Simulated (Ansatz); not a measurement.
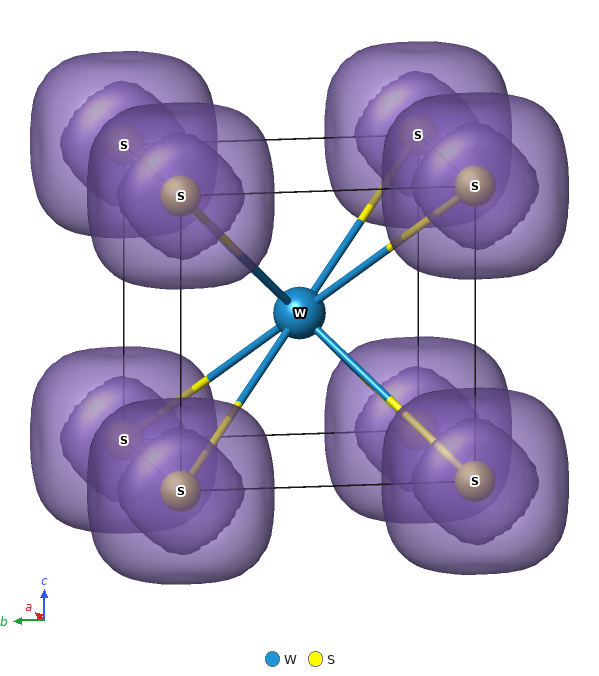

*WS. Isosurface of the electron localisation function at 0.7 (purple), seen at an oblique angle. Only the valence region is drawn (cores and ρ < 0.01 e/Å³ removed). Sticks mark near contacts.*

Space group Pm-3m; a generated structure, not necessarily the stable one; computed pressure about 11 GPa in this cell.

The calculation used Kohn-Sham DFT of a periodic cell, PBE, Ansatz PAW in Ansatz.

Input file:

```
crystal:
  lattice:
    - [2.9672378545, 0.0, 0.0]
    - [0.0, 2.9672378545, 0.0]
    - [0.0, 0.0, 2.9672378545]
  atoms:
    - { symbol: W, position: [0.5, 0.5, 0.5] }
    - { symbol: S, position: [0.0, 0.0, 0.0] }
hamiltonian:
  xc: pbe
  pseudopotentials: { kind: paw }
kpoints:
  mp_grid: { grid: [9, 9, 9] }
scf:
  occupations: { method: fermi_dirac, width: 0.05 }
output:
  forces: true
  stress: true
  eigenvalues: true
  write_density: true
  write_potential: true
  elf: true
  volumetric_format: npy
```

Run with:

```sh
ansatz run input.yaml --threads 2 --pin off --max-ram 5632MiB --backend cpu --events-out ev --progress --plain --runs-dir out
```

Below, planes, directions and counts refer to the conventional cell (a = 2.97 Å, b = 2.97 Å, c = 2.97 Å, α = 90.00°, β = 90.00°, γ = 90.00°).

### Identify the bonds, lone pairs and shells in this picture.

At this value the surface marks out one region wrapped around S (its valence shell), counted in one cell of 2 atoms. Any copies at cell faces, edges or corners count once.

Values along the shortest contacts:
W–S (2.57 Å): the ELF peaks at about 0.85 in the valence shell of S, 0.8 Å from its nucleus, and is about 0.35 at the midpoint. W–W (2.97 Å): the ELF is about 0.40 at the midpoint.
